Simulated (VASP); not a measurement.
Band structure of Tc (space group I4_1/amd). Calculation: PBE GGA, VASP's PBE PAW potentials (set 64) (plane waves; VASP 6.6.1).

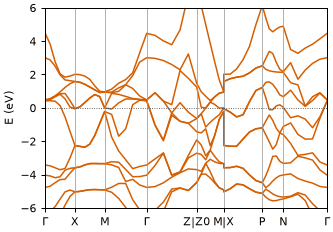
Fig. 1. Bands along high-symmetry lines, zero at the valence-band maximum or, without a gap, the Fermi level

Q: Read the plot: is there a gap, and where are the band edges?

A: It has no gap at this level: it comes out as a metal or semimetal.

The structure was generated: Tc was put into an ordered model structure, which need not be its known phase. The cell was not relaxed at this level.
